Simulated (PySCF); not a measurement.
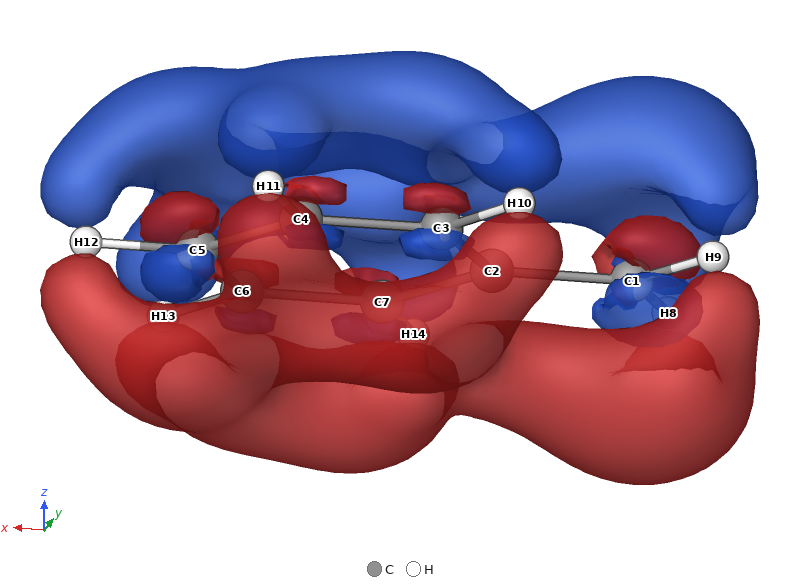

Figure. C₇H₇, charge −1, SMILES `[CH2-]c1ccccc1`. Change of the electron density in a uniform field of 0.10 V/Å, surfaces at ±0.0005 e/Å³ (blue: gain, red: loss).

Computed with PySCF, B3LYP/def2-SVPD, geometry: GFN2-xTB. No frequency check shows the geometry to be a minimum. For an anion such functionals hold the outermost electrons too loosely, so the response is rough.

Along which Cartesian direction does the field point?

Along −z: electrons gather on the +z side, against the field.

What dipole is induced, and what polarisability does it imply?

The induced dipole is 0.32 D (along the field); α along this axis, from the fields in both directions, is 63 bohr³ (9.3 Å³).

Which atoms gain and lose the most charge?

Hardly any: no atom's Hirshfeld charge changes by as much as 0.002 e. The density shifts from one side of each atom to the other; 0.030 electrons are displaced in all.
